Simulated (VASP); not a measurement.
Band structure of In (bct). Computed with PBEsol GGA with spin-orbit coupling, VASP's PBE PAW potentials (set 64) (plane waves; VASP).

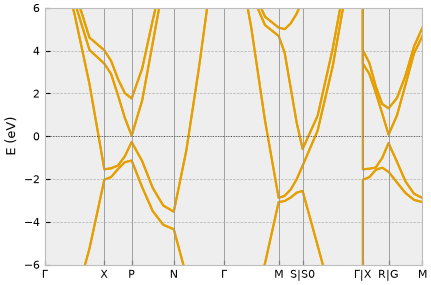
Fig. 1. Bands along high-symmetry lines, zero at the valence-band maximum or, without a gap, the Fermi level

### Question
Read the plot: is there a gap, and where are the band edges?

### Answer
It has no gap at this level: it comes out as a metal or semimetal.

The compound is In in the bct structure. It was relaxed first.
